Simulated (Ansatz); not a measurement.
Cl₃In···CH₄

```xyz
9

In   -0.6037   -0.1039   -1.4651
Cl    0.8913    1.4304   -2.3763
Cl   -0.1343   -2.3796   -1.5842
Cl   -2.7184    0.6099   -0.8035
H     1.0813    0.7020    0.5223
C     0.5073    0.0818    1.2283
H     0.8834    0.3069    2.2354
H    -0.5632    0.3398    1.2182
H     0.6563   -0.9871    1.0248
```

Core potentials replace the inner electrons of In.

Computed with Ansatz 0.2.0, RKS PBE0-D4/def2-SVP.

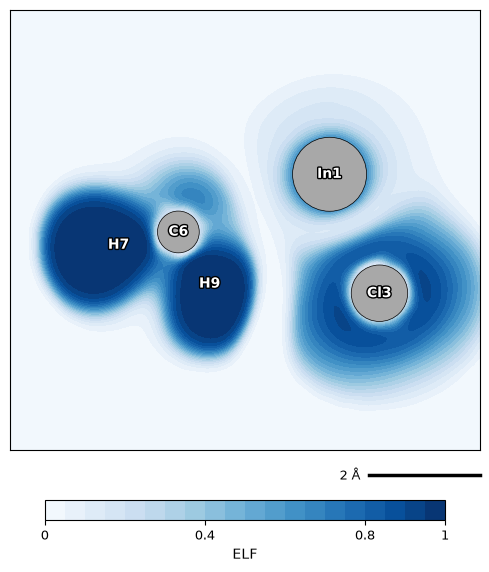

Figure 1. ELF on the plane of atoms H7, C6 and H9. Grey discs cover the atomic cores.

> What does the map show?

- The plane passes through In, Cl, C and H nuclei.
- C6···In1 (2.92 Å): the ELF dips to about 0.05 between them.
- In–Cl (2.33 Å): the ELF peaks at about 0.85 in the valence shell of Cl, 0.8 Å from its nucleus, and drops to about 0.15 between the two atoms.
- C–H (1.10 Å): the ELF climbs to about 1 towards the hydrogen, as it does in any bond to H; a covalent bond by its length.
- The ELF also peaks beside Cl3, away from the bonds: lone-pair regions.

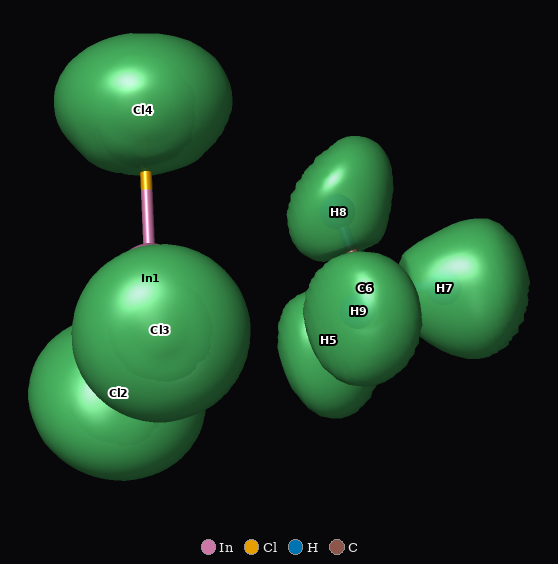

Figure 2. Isosurface of the ELF at 0.8 (green), seen at a tilt. Core shells and regions of very low density are left out.

> Describe the localisation domains.

The surface consists of four regions around hydrogen nuclei and three regions wrapped around Cl (the valence shell of each).

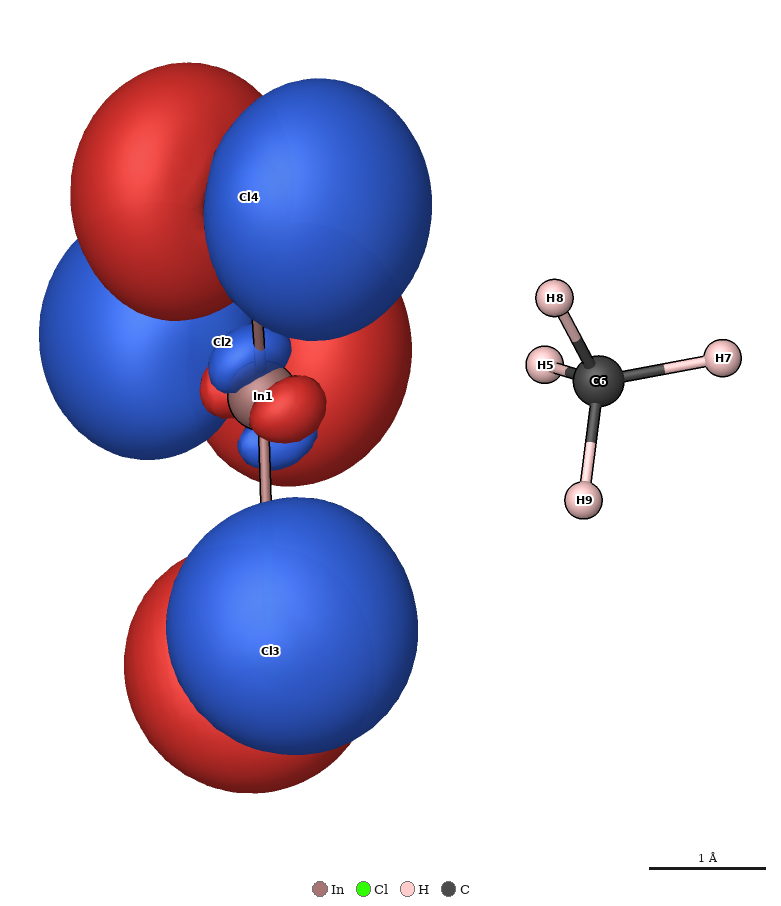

Figure 3. The HOMO−1 at ±0.08 Å⁻³ᐟ² (blue and red are the two phases), seen at a tilt.

> Describe this orbital and give its energy.

Its weight (Hirshfeld) is mainly on Cl2 (about 30 %), Cl4 (about 30 %), Cl3 (about 30 %) and In1 (about 5 %); largely a combination of lone pairs on Cl2, Cl4 and Cl3. Its energy is −9.23 eV.
